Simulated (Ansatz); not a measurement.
# Single-point calculation of Si$_{2}$H$_{5}$F$_{3}$

System: Si$_{2}$H$_{5}$F$_{3}$.
Method: RKS PBE0-D4/def2-TZVPP (Ansatz 0.2.0).

The geometry is the product side of a reaction. The reaction was set up to form Si1–Si7 and F2–H6 and to break Si1–F2 and H6–Si7 (atoms counted from 1 in the order of the input); sticks are drawn by distance alone. The geometry comes from this level: PBE0-D4/def2-TZVP.

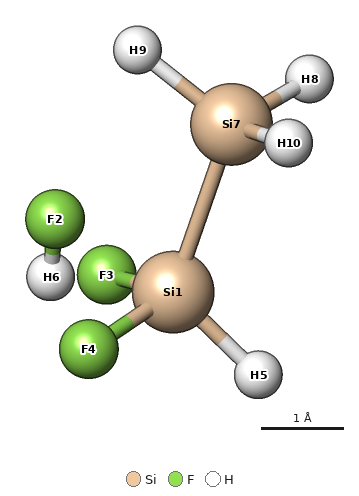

Fig. 1: The structure (ball-and-stick view, seen at a tilt; atoms are numbered from 1 in the order of the input).

### Key numbers

- outcome: converged
- total energy: −23980.7593 eV
- mean-field energy: −23980.5977 eV
- dispersion energy: −0.1616 eV
- SCF solution under orbital rotations: stable
- HOMO: −8.83 eV
- LUMO: −0.64 eV
- hardware: 8 threads of Intel Xeon @ 2.50GHz, 31 GiB of memory available, shared host
- wall time: 1.4 s (CPU time 8 s)
- peak memory: 0.64 GiB

### Input
```yaml
crystal:
  periodic: [false, false, false]
  atoms:
    - {symbol: Si, position_ang: [-0.815385, -0.965095, 0.172167]}
    - {symbol: F, position_ang: [2.533739, -0.149287, -0.733546]}
    - {symbol: F, position_ang: [-1.150765, -1.436391, 1.654238]}
    - {symbol: F, position_ang: [0.490668, -1.810236, -0.264758]}
    - {symbol: H, position_ang: [-1.908935, -1.439238, -0.706266]}
    - {symbol: H, position_ang: [2.028020, -0.918987, -0.620297]}
    - {symbol: Si, position_ang: [-0.343030, 1.328996, 0.130310]}
    - {symbol: H, position_ang: [-1.598214, 2.022694, 0.525692]}
    - {symbol: H, position_ang: [0.737776, 1.644928, 1.093569]}
    - {symbol: H, position_ang: [0.026224, 1.722618, -1.251110]}
basis:
  gaussian: {orbitals: def2-TZVPP}
hamiltonian: {xc: pbe0, dispersion: d4}
output: {orbitals: {seedname: orbitals}}
```

Launch command:
```bash
ansatz run in.yaml --threads 8 --pin off --events-out ev --progress --plain --max-ram 19148MiB
```

### What the program printed
```
Functional definition: PBE0
  name "PBE0"
  cite "Adamo & Barone, J. Chem. Phys. 110, 6158 (1999) doi:10.1063/1.478522"
  cite "Perdew, Burke & Ernzerhof, Phys. Rev. Lett. 77, 3865 (1996) doi:10.1103/PhysRevLett.77.3865"
  parent pbe
  parameter a = 0.25
  parameter kappa = 0.804
  parameter beta = 0.06672455060314922
  exchange = (1 - a)*pbe_x(kappa = kappa, mu = beta*pi^2/3) + a*exact_x
  correlation = pbe_c(beta = beta)
1345 factors; their error is unknown
mean field evaluation 1: about -23977.0626 eV, gradient 5.1e1 eV
mean field evaluation 2: about -23973.3212 eV, gradient 7.5e1 eV
mean field evaluation 4: about -23980.5238 eV, gradient 2.4e0 eV
mean field evaluation 8: about -23980.5326 eV, gradient 4.0e-2 eV
mean field -23980.59764728 eV, -881.2707089045 hartree, gradient 4.9e-5 eV, S^2 0.000000; 0 other end points of the search recorded, 0 dependent functions left out
reference -23980.59767852 eV, -881.2707100525 hartree; 30, 30 occupied and 217, 217 virtual orbitals, 1345 factors
Total energy: -23980.75930754 eV, -881.2766498097 hartree
```

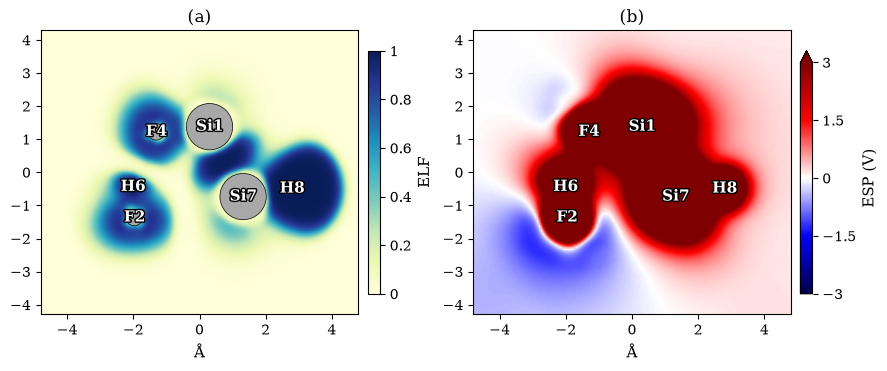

Fig. 2: (a) electron localisation function; (b) electrostatic potential on the plane of atoms F4, Si1 and Si7. Grey discs, where drawn, cover atomic cores. F4···H6 (1.81 Å): the ELF is only about 0.05 between them; by its geometry a hydrogen bond between the two molecules, with no shared pair. Si–F (1.62 Å): the ELF peaks at about 0.85 between the atoms. Si–Si (2.34 Å): the ELF peaks at about 1 between the atoms (localised, shared-pair bonding). Si–H (1.49 Å): the ELF climbs to about 1 towards the hydrogen.

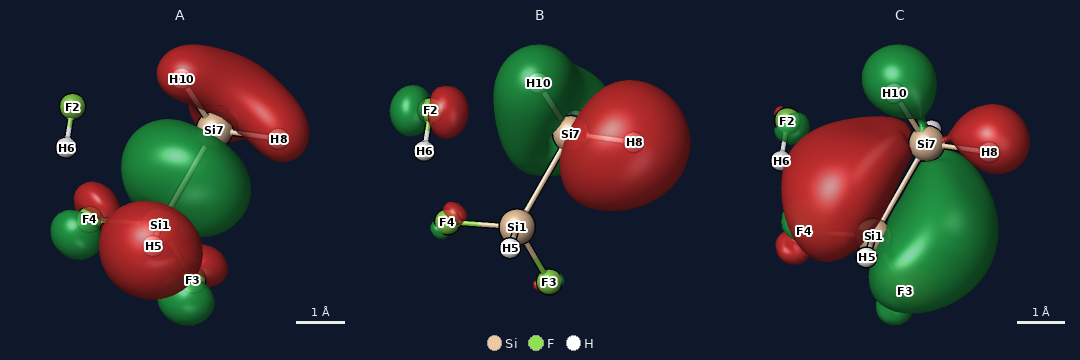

Fig. 3: Three frontier orbitals at ±0.08 Å⁻³ᐟ² (green and red are the two phases). B is the HOMO−1 (−10.25 eV). By Hirshfeld shares it lies mainly on Si7 (40 %), H8 (35 %) and H9 (10 %). A is the HOMO (−8.83 eV). It lies mainly on Si7 (35 %), Si1 (30 %) and H5 (15 %). C is the LUMO (−0.64 eV). Its weight (Hirshfeld) is mainly on Si1 (45 %) and Si7 (25 %). The HOMO–LUMO gap is 8.19 eV between the orbital energies.

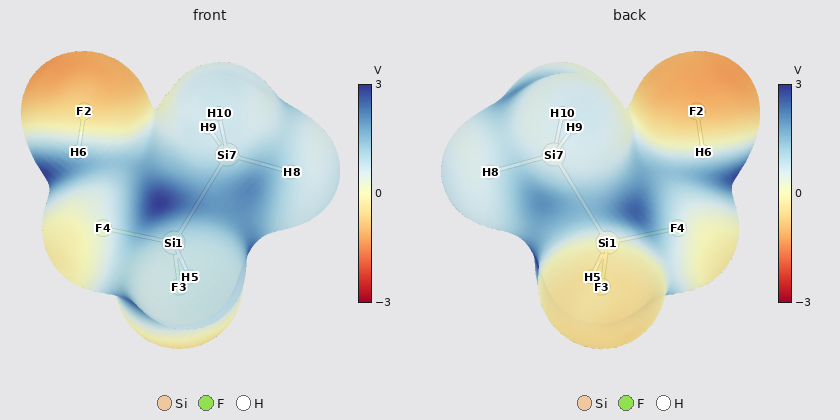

Fig. 4: The molecular electrostatic potential painted on the density surface at 0.004 e/bohr³, seen at a tilt and from behind; the colour scale runs from red (negative) to blue (positive).

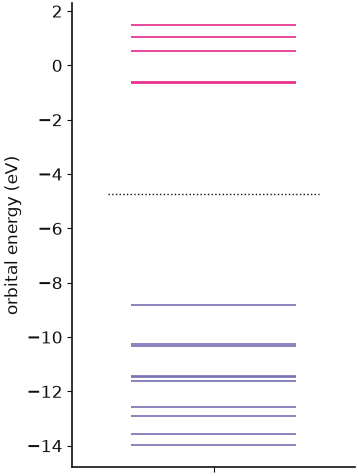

Fig. 5: Orbital energies near the frontier; the dotted line parts filled from empty levels, and levels within 0.02 eV of each other stand side by side. Highest filled −8.83 eV, lowest empty −0.64 eV, 8.19 eV apart.
